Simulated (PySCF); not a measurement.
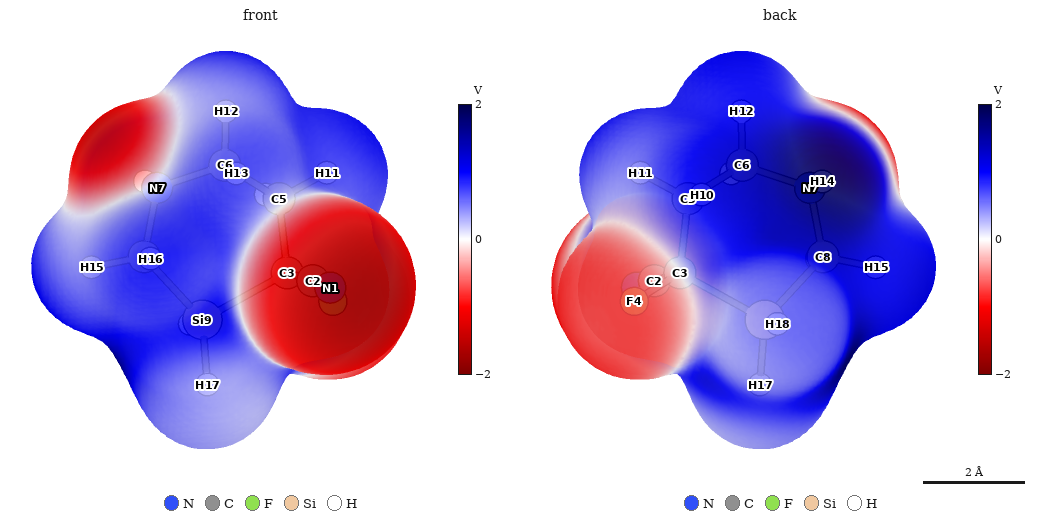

C5H9FN2Si. The electrostatic potential painted on the density surface at 0.002 e/bohr³, seen from the front and from behind; red is negative and blue positive.

Geometry: GFN2-xTB.

The calculation used PySCF 2.14.0, PBE0/pcSseg-1, SCF density, gas phase, non-relativistic.

Input

```
{"job": {"kind": "nmr", "xc": "PBE0", "basis": "pcSseg-1"}, "charge": 0, "multiplicity": 1}
N     -1.700194     1.096633     2.361450
C     -1.489601     0.926794     1.249516
C     -1.149838     0.721301    -0.133495
F     -2.113989     1.352779    -0.933712
C     -1.137691    -0.771343    -0.467027
C     -0.014367    -1.512426     0.276730
N      1.330743    -1.166288    -0.121470
C      1.737626     0.188126     0.234109
Si     0.580057     1.526914    -0.498251
H     -1.000148    -0.878186    -1.546929
H     -2.102843    -1.213584    -0.206397
H     -0.135922    -2.586565     0.110277
H     -0.103158    -1.325015     1.351619
H      1.449599    -1.318997    -1.118213
H      2.770445     0.317489    -0.091558
H      1.743470     0.242601     1.327078
H      0.655813     2.828044     0.153888
H      0.671238     1.578042    -1.959273
```

Launched as:

```sh
OMP_NUM_THREADS=1 python probes_run.py task.json out
```

Where is the surface potential most negative and most positive?

Answer. The most negative region (about −1.7 V) lies over N1, the most positive (about +1.8 V) over Si9 and H14. N1 is the likeliest acceptor of a hydrogen bond.

What dipole moment does the calculation give?

Answer. Its dipole moment is 4.05 D.
